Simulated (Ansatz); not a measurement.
The figure comes from a scan of PbSe (rock salt): one Pb atom of a 2-atom cell moves by s towards the nearest neighbour, with its periodic images. The numbers are results of r2SCAN (plane waves to 500 eV, PAW, scalar-relativistic; Ansatz, a quantum-chemistry and plane-wave program), not measurements. k mesh 8×8×8 (Γ-centred), Fermi-Dirac smearing 0.05 eV. The energy includes the smearing's −TS. PbSe was relaxed with its symmetry unable to fall. Spin-orbit coupling is left out, though Pb is heavy. ΔE is measured from the undisplaced structure.

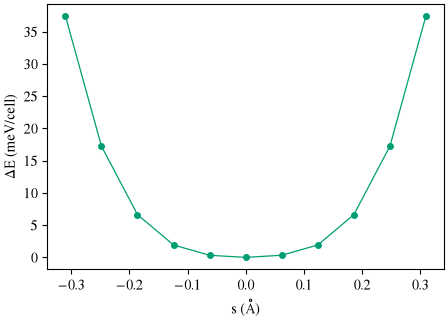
Figure. ΔE (meV/cell) against s (Å); markers are the computed points, lines only join them.

Problem. List the plotted points as numbers.

Solution. To the nearest 0.5:

```json
[
 {"s (Å)": "-0.310", "ΔE (meV/cell)": "37.5"},
 {"s (Å)": "-0.248", "ΔE (meV/cell)": "17.0"},
 {"s (Å)": "-0.186", "ΔE (meV/cell)": "6.5"},
 {"s (Å)": "-0.124", "ΔE (meV/cell)": "2.0"},
 {"s (Å)": "-0.062", "ΔE (meV/cell)": "0.5"},
 {"s (Å)": "0.000", "ΔE (meV/cell)": "0.0"},
 {"s (Å)": "0.062", "ΔE (meV/cell)": "0.5"},
 {"s (Å)": "0.124", "ΔE (meV/cell)": "2.0"},
 {"s (Å)": "0.186", "ΔE (meV/cell)": "6.5"},
 {"s (Å)": "0.248", "ΔE (meV/cell)": "17.0"},
 {"s (Å)": "0.310", "ΔE (meV/cell)": "37.5"}
]
```

(For displaced atoms, the force is minus the slope of the energy, and its curvature is a force constant, which sets phonon frequencies.)
